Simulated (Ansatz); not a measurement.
Start from GaN in the wurtzite structure (space group P6_3mc, No. 186; a = 3.183 Å, c = 5.184 Å).

Modification: every lattice vector is shortened by 0.69 %; the atoms relax in the strained cell.

The values are results of Ansatz (a quantum-chemistry and plane-wave program) r2SCAN, no SOC, earlier PAW set, not measurements.

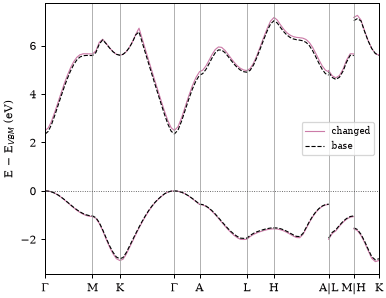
Fig. 1. Highest valence and lowest conduction band along the path, each from its own valence-band maximum

The gap is 2.50 eV, direct at Γ; the base has 2.35 eV.

No phonon test of stability was made.
